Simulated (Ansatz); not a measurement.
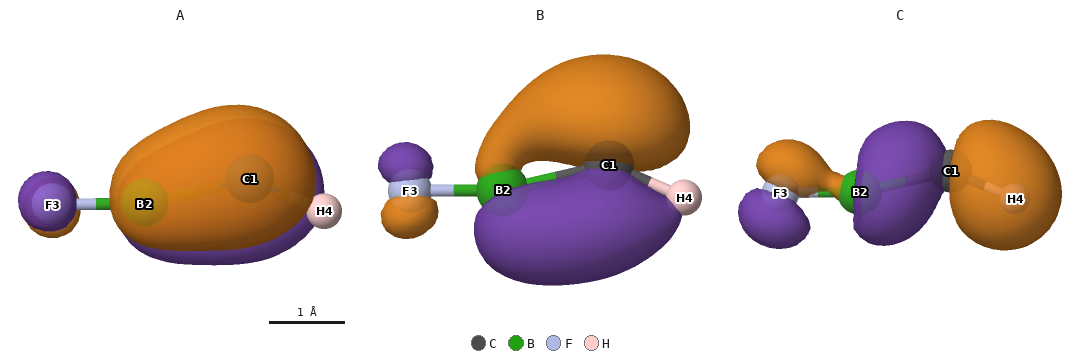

*CHBF (SMILES [CH+]=BF) (charge +1). Three frontier orbitals at ±0.15 Å⁻³ᐟ² (orange and purple are the two phases), in no order.*

Geometry: r2SCAN-D4/def2-SVP.

Method: isolated molecule in a Gaussian basis; Kohn-Sham density functional theory, functional PBE0 in Ansatz 0.2.0.

```xyz
4

C    -0.0093    0.1716   -0.7856
B     0.0062   -0.0716    0.6611
F     0.0077   -0.0041    1.9010
H     0.0081   -0.3255   -1.7640
```

Question: Order the three orbitals by energy and name them.

Answer: C is the HOMO−1 (−21.38 eV). It lies mainly on C1 (about 45 %), H4 (about 20 %), B2 (about 20 %) and F3 (about 15 %); it is symmetric in the molecular plane (an in-plane orbital: σ, lone-pair or in-plane π type). B is the HOMO (−15.28 eV). By Hirshfeld shares it lies mainly on C1 (about 70 %) and B2 (about 25 %); it is symmetric in the molecular plane (an in-plane orbital: σ, lone-pair or in-plane π type). A is the LUMO (−12.92 eV). By Hirshfeld shares it lies mainly on C1 (about 65 %) and B2 (about 25 %); it changes sign across the molecular plane (π type); π-bonding across C1–B2.

Question: What is the HOMO–LUMO gap?

Answer: 2.36 eV between the orbital energies.
